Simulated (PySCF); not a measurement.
Vertical excitations of a molecule C₂H₁₀ClNSi₂ from PySCF with TDA-B3LYP/def2-SVPD, as energy in eV (oscillator strength): 6.10 (0.006), 6.41 (0.000), 6.68 (0.064), 7.02 (0.005), 7.16 (0.019), 7.26 (0.040). Lowest triplet (TDA): 5.85 eV. Geometry optimised at PBE-D3(BJ)/def2-SVP. Other conformers were not sampled.

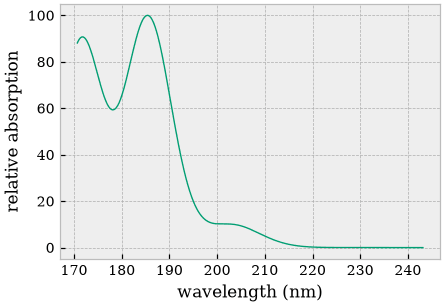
The lines broadened by 0.4 eV.

Question: Identify the compound among the candidates.
A) C[SiH2][Si@H](Cl)CN
B) CN[Si@@H](Cl)C[SiH3]
C) CC[Si@@](N)([SiH3])Cl
D) C[C@@H](N)[Si@H]([SiH3])Cl

Answer: B, CN[Si@@H](Cl)C[SiH3]
